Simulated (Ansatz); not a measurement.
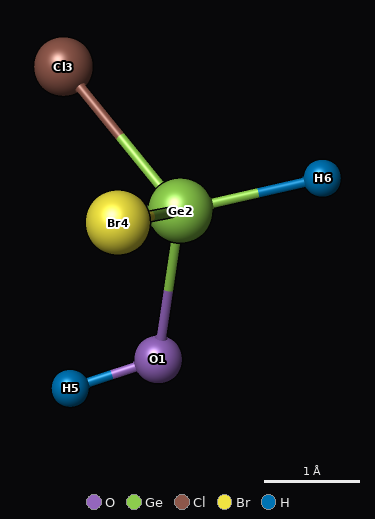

This is the input geometry for a relaxation of GeH$_{2}$OBrCl. The picture is a ball-and-stick view, seen from a free direction.

The start comes from PBE-D4/def2-SVP.

Method: RKS PBE0-D4/def2-TZVP in Ansatz.

Input file:
```yaml
crystal:
  periodic: [false, false, false]
  atoms:
    - {symbol: O, position_ang: [-1.335247, 0.608094, -0.110964]}
    - {symbol: Ge, position_ang: [0.337116, 0.021676, -0.261715]}
    - {symbol: Cl, position_ang: [1.534665, 0.757310, 1.392421]}
    - {symbol: Br, position_ang: [0.396555, -2.295139, -0.171778]}
    - {symbol: H, position_ang: [-1.758013, 0.293732, 0.711569]}
    - {symbol: H, position_ang: [0.867023, 0.550328, -1.605733]}
basis:
  gaussian: {orbitals: def2-TZVP}
hamiltonian: {xc: pbe0, dispersion: d4}
relax: {f_tol: 0.005, max_steps: 150}
```

Launched with:
```bash
ansatz run in.yaml --threads 4 --pin off --events-out ev --progress --plain --max-ram 10444MiB
```

**Where does the relaxation end?**

The atom that moves furthest after the best rigid fit is Cl3 (0.036 Å). By element the largest moves are Cl 0.036 Å, Br 0.031 Å, O 0.029 Å, H 0.018 Å, Ge 0.005 Å. Among the contacts that change: Ge2–Cl3 2.171 → 2.139 Å, Ge2–Br4 2.319 → 2.292 Å, O1–Ge2 1.779 → 1.753 Å, Ge2–H6 1.538 → 1.523 Å. After 5 accepted moves (6 points after the start) the energy has fallen by 0.76 kcal/mol. Largest force component: 0.64 eV/Å at the start, 0.00063 eV/Å at the end. The line search rejected the trial step at point 4 of the run.

History of the run:

| step | E − E(0), kcal/mol | largest force component, eV/Å | note |
| --- | --- | --- | --- |
| 0 | 0.00 | 0.6366 |  |
| 1 | -0.69 | 0.2394 |  |
| 2 | -0.75 | 0.0778 |  |
| 3 | -0.75 | 0.0332 |  |
| 4 | -0.75 | 0.0735 | rejected |
| 5 | -0.76 | 0.0078 |  |
| 6 | -0.76 | 0.0006 |  |

The structure at the end:

```xyz
6

O    -1.3165    0.5909   -0.0981
Ge    0.3342    0.0240   -0.2647
Cl    1.5075    0.7510    1.3696
Br    0.3873   -2.2657   -0.1724
H    -1.7439    0.2934    0.7101
H     0.8735    0.5425   -1.5908
```
